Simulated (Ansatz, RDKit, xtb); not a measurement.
# C2H9OPSi2: which of the isomers drawn lies lowest?, part 2 of 2

A sample of isomers of C2H9OPSi2 is drawn. Aim: find which of them has the lowest free energy at 298.15 K, then its properties. The sample is small against all isomers, and the most stable one of this formula need not be in it.

xtb, Ansatz and PySCF; isolated molecules. Earlier steps stand in the parts before.

**10. c669b at MP2/def2-TZVPP**

input.yaml

```yaml
crystal:
  periodic: [false, false, false]
  atoms:
    - {symbol: C, position_ang: [0.973367, -0.266278, 0.455531]}
    - {symbol: C, position_ang: [-0.220543, -0.488068, 1.423293]}
    - {symbol: O, position_ang: [-1.206844, -0.920141, -1.137299]}
    - {symbol: P, position_ang: [0.982886, -3.321612, -1.134305]}
    - {symbol: Si, position_ang: [0.481235, -1.098583, -1.191005]}
    - {symbol: Si, position_ang: [-1.807687, -0.401836, 0.366616]}
    - {symbol: H, position_ang: [0.580284, -3.526423, -2.502568]}
    - {symbol: H, position_ang: [2.354921, -3.066879, -1.503748]}
    - {symbol: H, position_ang: [1.019170, -0.405530, -2.412869]}
    - {symbol: H, position_ang: [1.931942, -0.638473, 0.873948]}
    - {symbol: H, position_ang: [1.114500, 0.817843, 0.250975]}
    - {symbol: H, position_ang: [-0.170086, -1.507528, 1.863951]}
    - {symbol: H, position_ang: [-0.215727, 0.226568, 2.272642]}
    - {symbol: H, position_ang: [-2.358220, 0.993889, 0.238846]}
    - {symbol: H, position_ang: [-2.901237, -1.317401, 0.838790]}
basis:
  gaussian: {orbitals: def2-TZVPP}
correlation: {method: mp2, frozen_orbitals: {C: 1, P: 5, O: 1, Si: 5, H: 0}}
```

Started as:

```console
$ ansatz run input.yaml --threads 4 --pin off --max-ram 7830MiB --events-out events.jsonl --progress --plain --runs-dir runs
```

The program printed:

```text
Warning: RAYON_NUM_THREADS=4 ignored (pool sized by the plan → 4); use --threads N
Functional definition: HF
  name "HF"
  exchange = exact_x
  correlation = 0
1991 factors; integrals over basis functions are off by at most 1.2e-3 eV
mean field evaluation 1: about -29236.5645 eV, gradient 4.6e1 eV
mean field evaluation 2: about -29237.0162 eV, gradient 4.7e1 eV
mean field evaluation 4: about -29242.3567 eV, gradient 5.5e0 eV
mean field evaluation 8: about -29242.4791 eV, gradient 4.0e-1 eV
mean field evaluation 16: about -29242.4802 eV, gradient 1.7e-6 eV
mean field -29242.48015444 eV, -1074.6413244109 hartree, gradient 1.7e-6 eV, S^2 0.000000; 0 other end points of the search recorded, 0 dependent functions left out
18 core orbitals not correlated: weight in the atoms' cores, before any rotation towards them, 1.000 or more for the frozen orbitals, at most 0.000 for the correlated occupied ones
reference -29242.48015444 eV, -1074.6413244109 hartree; 18, 18 occupied and 309, 309 virtual orbitals, 1991 factors
second order -26.58435888 eV of doubles, -0.00000000 eV of singles
Total energy: -29269.06451333 eV, -1075.6182815803 hartree
```

Wall time 11 s (4 threads of Arm Neoverse V1, shared host); peak memory 1.2 GiB.

**11. c200b at CCSD(T)/def2-SVP**

input.yaml

```yaml
crystal:
  periodic: [false, false, false]
  atoms:
    - {symbol: C, position_ang: [2.392712, -0.569628, 0.493419]}
    - {symbol: C, position_ang: [1.585467, 0.681561, 0.895610]}
    - {symbol: O, position_ang: [1.582439, -2.255701, 2.641149]}
    - {symbol: P, position_ang: [-0.780538, -1.666664, 0.457143]}
    - {symbol: Si, position_ang: [1.406899, -2.112476, 0.968037]}
    - {symbol: Si, position_ang: [-0.209801, 0.549162, 0.249597]}
    - {symbol: H, position_ang: [0.982394, -2.898221, 3.058867]}
    - {symbol: H, position_ang: [1.862899, -3.359591, 0.249837]}
    - {symbol: H, position_ang: [2.562421, -0.599357, -0.605729]}
    - {symbol: H, position_ang: [3.395344, -0.592575, 0.972917]}
    - {symbol: H, position_ang: [2.054054, 1.622372, 0.535019]}
    - {symbol: H, position_ang: [1.533277, 0.758283, 2.003273]}
    - {symbol: H, position_ang: [-1.145491, 1.422193, 1.040988]}
    - {symbol: H, position_ang: [-0.303244, 0.948965, -1.200575]}
    - {symbol: H, position_ang: [-0.561274, -1.954367, -0.938490]}
basis:
  gaussian:
    orbitals: def2-SVP
correlation:
  method: ccsd_t
  frozen_orbitals: {C: 1, P: 5, O: 1, Si: 5, H: 0}
```

Started as:

```console
$ ansatz run input.yaml --threads 4 --pin off --max-ram 7830MiB --events-out events.jsonl --progress --plain --runs-dir runs
```

The program printed, cut to the lines that bear on the results:

```text
Warning: RAYON_NUM_THREADS=4 ignored (pool sized by the plan → 4); use --threads N
[... 2 set-up lines as earlier in the session ...]
[...]
1384 factors; integrals over basis functions are off by at most 1.3e-3 eV
[...]
mean field -29227.82301089 eV, -1074.1026843202 hartree, gradient 1.2e-6 eV, S^2 0.000000; 0 other end points of the search recorded, 0 dependent functions left out
18 core orbitals not correlated: weight in the atoms' cores, before any rotation towards them, 1.000 or more for the frozen orbitals, at most 0.000 for the correlated occupied ones
reference -29227.82301089 eV, -1074.1026843202 hartree; 18, 18 occupied and 105, 105 virtual orbitals, 1384 factors
second order -21.30697241 eV of doubles, -0.00000000 eV of singles
cycle   1  -22.54327460 eV  change    -1.2e0 eV  update   1.1e-1
[...]
cycle   9  -23.30434516 eV  change   -1.1e-5 eV  update   1.9e-5
perturbative correction -0.72916460 eV, -0.0267963050 hartree
Total energy: -29251.85652066 eV, -1074.9858995136 hartree
```

Wall time 17 s (4 threads of Arm Neoverse V1, shared host); peak memory 0.98 GiB.

For c035a the log finds that unrestricted Hartree-Fock orbitals lie lower, a sign to watch the closed-shell reference there.

**12. The ranking**

Energies in kcal/mol from c669b; G adds the thermal terms to the CCSD(T)/def2-SVP + MP2/def2-TZVPP - MP2/def2-SVP energy. The columns left of the relaxed level are at the tight-binding geometries.

```
label                   SMILES     spin  GFN2-xTB  HF/STO-3G  r2SCAN-D4/def2-SVP  PBE-D3(BJ)/def2-SVP  HF/def2-SVP  MP2/def2-SVP  CCSD(T)/def2-SVP + MP2/def2-TZVPP - MP2/def2-SVP     G  share at equilibrium     T1
c669b      P[Si@@H]1CC[SiH2]O1  singlet       0.0        0.0                 0.0                  0.0          0.0           0.0                                               0.0   0.0               100.0 %  0.012
c200b  O[Si@@H]1CC[SiH2][P@H]1  singlet      27.5       10.0                 8.3                  8.7         16.0          12.8                                              13.1  14.3               < 0.1 %  0.012
c035a        C=C[SiH2]O[SiH2]P  singlet      17.2       57.1                24.5                 25.4         15.9          23.8                                              22.0  16.1               < 0.1 %  0.012
```

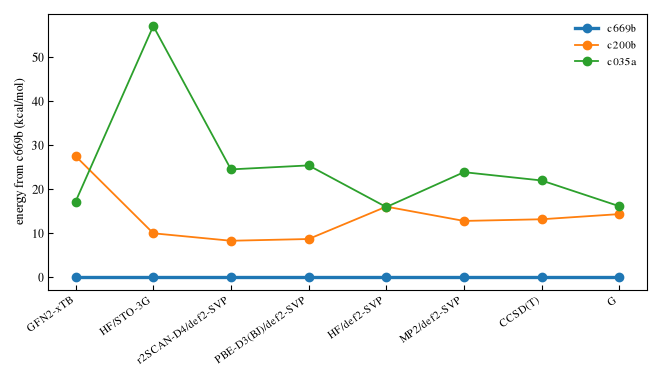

The finalists at each level, measured from c669b.

Lowest found: c669b, `P[Si@@H]1CC[SiH2]O1`, a singlet. Bond lengths: C1–C2 1.553 Å, C1–Si5 1.909 Å, O3–Si5 1.698 Å, P4–Si5 2.280 Å, C2–Si6 1.909 Å, O3–Si6 1.700 Å, P4–H7 1.441 Å, P4–H8 1.444 Å, Si5–H9 1.504 Å, C1–H10 1.110 Å, C1–H11 1.112 Å, C2–H12 1.112 Å, C2–H13 1.110 Å, Si6–H14 1.506 Å, Si6–H15 1.502 Å. Some angles: C1–C2–Si6 106.7°, C2–C1–Si5 106.1°, C1–Si5–O3 100.6°, C1–Si5–P4 110.3°, O3–Si5–P4 108.7°, Si5–O3–Si6 114.3°, C2–Si6–O3 100.5°, C1–C2–H12 110.1°, C1–C2–H13 112.4°, Si6–C2–H12 107.4°.

```xyz
15

C     0.9734   -0.2663    0.4555
C    -0.2205   -0.4881    1.4233
O    -1.2068   -0.9201   -1.1373
P     0.9829   -3.3216   -1.1343
Si    0.4812   -1.0986   -1.1910
Si   -1.8077   -0.4018    0.3666
H     0.5803   -3.5264   -2.5026
H     2.3549   -3.0669   -1.5037
H     1.0192   -0.4055   -2.4129
H     1.9319   -0.6385    0.8739
H     1.1145    0.8178    0.2510
H    -0.1701   -1.5075    1.8640
H    -0.2157    0.2266    2.2726
H    -2.3582    0.9939    0.2388
H    -2.9012   -1.3174    0.8388
```

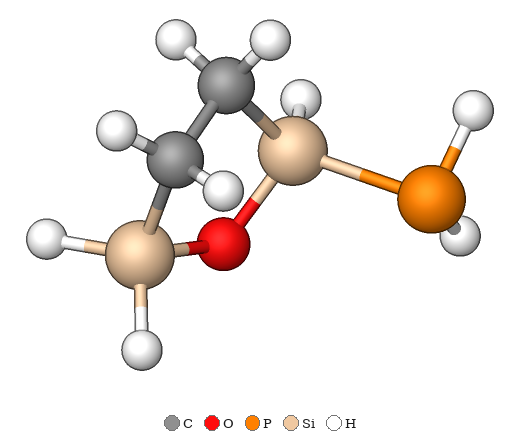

The lowest structure found, seen from a chosen angle (carbon grey, oxygen red, phosphorus orange, silicon light orange, hydrogen white).

**13. Outcome**

This closing draws on all 2 parts.

```
                                 quantity                                                                    value
                   lowest structure found                                             P[Si@@H]1CC[SiH2]O1, singlet
                            next finalist              O[Si@@H]1CC[SiH2][P@H]1, singlet, 14.3 kcal/mol higher in G
share at equilibrium, among the finalists                                                                  100.0 %
                                   funnel  37 starts, 34 minima at GFN2-xTB, 8 screening runs, 3 relaxed, 3 ranked
                     CPU time of all runs                                                                   14 min
```

In words: The search ends on `P[Si@@H]1CC[SiH2]O1`. The margin of 14.3 kcal/mol over the next finalist is beyond the usual error of the last level; it says nothing of structures that weren't ranked. GFN2-xTB, HF/STO-3G, r2SCAN-D4/def2-SVP, PBE-D3(BJ)/def2-SVP, HF/def2-SVP and MP2/def2-SVP already put its bonding pattern lowest among the structures in one piece. The largest share of the time went into the relaxations (46 %). 3 minima inside the window were never screened. Lowest found is not proven lowest: the search is finite, and each finalist counts with one conformer. Patterns outside the rules of the enumeration were met only by chance.
